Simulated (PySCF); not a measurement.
## Excited-state calculation, with input and output: C₂H₇NOSi

System: C₂H₇NOSi, SMILES CC(=O)[SiH2]N.
Method: TDDFT wB97X-D/def2-SVPD, vertical, IEF-PCM chloroform (non-equilibrium linear response), core orbitals frozen in the response (PySCF 2.14.0).

The geometry comes from this level: PBE0-D3(BJ)/def2-SVP. It belongs to a series of runs on one base structure; here: solvent chloroform.

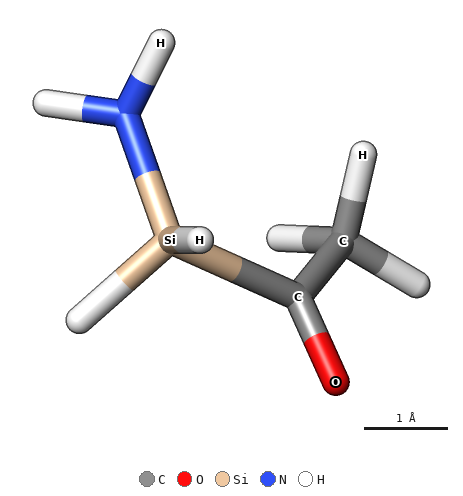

The structure (stick view, seen at a tilt).

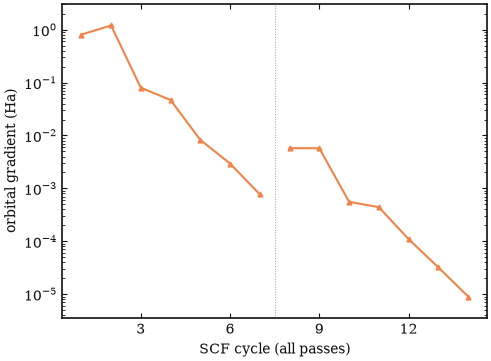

Convergence of the self-consistent field: orbital gradient against the SCF cycle. The dotted line marks the change from a coarse to the final integration grid. The first 7 cycles use a coarse grid, the final grid takes over at cycle 8, and the field converges after 14 cycles in all.

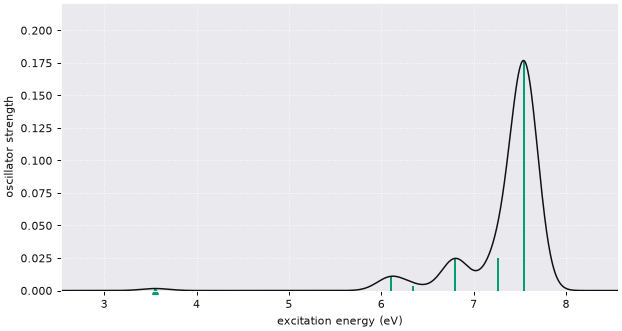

Computed excitations as sticks (degenerate states added up, dark ones marked on the axis), with a Gaussian envelope of 0.35 eV full width at half maximum, scaled to the tallest. Of the 6 states the lowest lies at 3.55 eV (f = 0.002); the strongest line is at 7.55 eV, or 164 nm (f = 0.177).

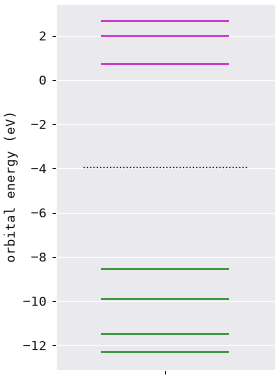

Orbital energies near the frontier; the dotted line parts filled from empty levels, and levels within 0.02 eV of each other stand side by side. Highest filled −8.56 eV, lowest empty 0.70 eV, 9.26 eV apart.

These pictures come from the run below.

## Input
```
{"job": {"kind": "uv", "xc": "wB97X-D", "basis": "def2-SVPD", "solvent": "chloroform", "nstates": 6, "ntriplets": 0}, "charge": 0, "multiplicity": 1}
C     -1.679605     0.216845     0.670429
C     -0.792938    -0.893701     0.176840
O     -1.178654    -2.039212     0.078262
Si     1.061575    -0.571807    -0.278169
N      1.511457     1.097970    -0.225826
H     -1.258145     0.637419     1.598526
H     -1.696264     1.045165    -0.056346
H     -2.696962    -0.157427     0.852179
H      1.875240    -1.274227     0.757573
H      1.260675    -1.225343    -1.609254
H      1.313563     1.734701    -0.988065
H      2.317266     1.400047     0.307128
```

The first line tells a small driver script what to run in PySCF; the rest is the geometry in Å.

Run as:
```bash
OMP_NUM_THREADS=1 python <driver script> task.json out
```

## The program's output
```
coarse grid: 10288 points
cycle   1  E = -499.4009930679  dE =  4.044e-01  |g| = 8.055e-01  |ddm| = 4.010e+00
cycle   2  E = -499.2712799894  dE =  1.297e-01  |g| = 1.202e+00  |ddm| = 1.988e+00
cycle   3  E = -499.5388287942  dE = -2.675e-01  |g| = 7.993e-02  |ddm| = 1.013e+00
cycle   4  E = -499.5400331218  dE = -1.204e-03  |g| = 4.678e-02  |ddm| = 1.246e-01
cycle   5  E = -499.5405172966  dE = -4.842e-04  |g| = 8.252e-03  |ddm| = 9.637e-02
cycle   6  E = -499.5405400650  dE = -2.277e-05  |g| = 2.944e-03  |ddm| = 3.104e-02
cycle   7  E = -499.5405432904  dE = -3.225e-06  |g| = 7.693e-04  |ddm| = 1.285e-02
final grid: 94152 points
cycle   8  E = -499.6107438309  dE = -5.894e-05  |g| = 5.753e-03  |ddm| = 9.792e-02
cycle   9  E = -499.6107450786  dE = -1.248e-06  |g| = 5.728e-03  |ddm| = 1.928e-02
cycle  10  E = -499.6107518907  dE = -6.812e-06  |g| = 5.559e-04  |ddm| = 6.011e-03
cycle  11  E = -499.6107519811  dE = -9.042e-08  |g| = 4.406e-04  |ddm| = 2.037e-03
cycle  12  E = -499.6107520262  dE = -4.511e-08  |g| = 1.093e-04  |ddm| = 5.899e-04
cycle  13  E = -499.6107520304  dE = -4.179e-09  |g| = 3.203e-05  |ddm| = 2.584e-04
cycle  14  E = -499.6107520311  dE = -6.964e-10  |g| = 9.020e-06  |ddm| = 1.020e-04
converged SCF energy = -499.6107520311

Static polarisability (au): isotropic 77.510, principal 64.857 82.514 85.159

Singlet excitations
state   eV       nm        f      main configurations
  1   3.5543    348.8   0.00159   H->L 0.91
  2   6.1000    203.3   0.01020   H-1->L 0.78
  3   6.3393    195.6   0.00346   H->L+1 0.69, H-1->L 0.10
  4   6.8016    182.3   0.02505   H->L+2 0.85
  5   7.2594    170.8   0.02492   H-1->L+1 0.66
  6   7.5463    164.3   0.17681   H->L+3 0.62, H->L+4 0.15
```

## Results in brief

| quantity | value |
| --- | --- |
| outcome | converged |
| total energy | −499.610752 hartree |
| HOMO | −8.56 eV |
| LUMO | 0.70 eV |
| dipole moment | 4.79 D |
| mean polarisability | 77.51 a.u. |
| lowest excitation | 3.55 eV |
| hardware | 1 CPU thread, shared host |
| wall time | 19 s |
| peak memory | 0.83 GiB |
